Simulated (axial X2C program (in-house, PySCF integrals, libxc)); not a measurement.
**Relativistic diatomic calculation, with input and output: PbBr⁺**

PbBr⁺, single determinant with Ω = 0. Computed at this level: PBE0, two-component X2C with atomic mean-field Coulomb and Gaunt terms, Pb dyall-v2z, Br dyall-v2z (cores contracted) (axial X2C program (in-house, PySCF integrals, libxc)).

Outcome:

- outcome: converged
- bond length rₑ: 2.503 Å
- ωₑ: 253.4 cm⁻¹
- energy at the minimum: −23496.94386 hartree
- depth below the fragments: 2.49 eV
- hardware: 1 thread of Arm Neoverse N1, 90 GiB of memory available, shared host
- wall time: 13 s
- peak memory: 0.41 GiB

What is odd here:

The input is odd on purpose: few iterations (maxit = 7.0). The program ran to the end. Its numbers are those of the input as typed; this run alone doesn't show how far the oddity moves them.

The input:
```
{"zs": [82, 35], "q": 1, "bas": ["dyall-v2z", "dyall-v2z"], "levels": ["PBE0", "HF", "PW91", "BP86"], "cc": false, "r0": 2.58, "npts": 10, "nst": 2, "ntry": 6, "opt": {"maxit": 7}}
```

The line is the task of a batch: nuclear charges, charge, bases, the levels to run, a first guess of the distance and further settings. This report covers PBE0 with spin-orbit coupling. The log is that of the reference distance 2.508 Å, started from orbitals converged before.

Launched within a batch (the task file carries these settings):
```bash
python <driver script> task.json out
```

Output:
```
two-component X2C + atomic mean field  PBE0
basis functions 182  fitting functions 1101  grid points 5805
iter        total energy     max residual
   1     -23496.943857757     2.88e-05
   2     -23496.943857757     2.99e-06
converged
one-electron -33358.21558252  Coulomb 9764.33665736  exact exchange -119.98350641  xc functional -367.45296975  nuclear repulsion 605.55765364  atomic mean-field constant -21.18611009
```

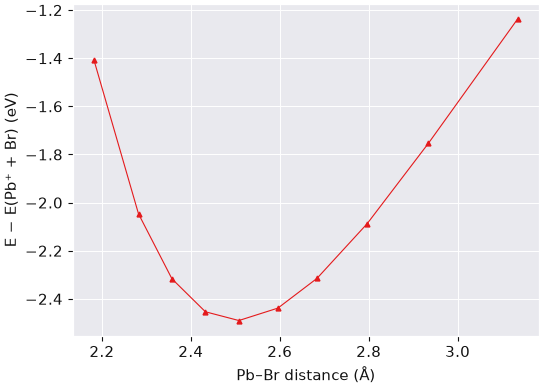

Figure 1. Energy at 10 bond lengths, for one set of occupations held fixed; the line joins the points. A polynomial of degree 6 through 9 points gives rₑ = 2.503 Å, ωₑ = 253.4 cm⁻¹, ωₑxₑ = 0.48 cm⁻¹ and Bₑ = 0.04704 cm⁻¹. The minimum lies 2.49 eV below Pb⁺ + Br, each computed as one determinant at the same level.
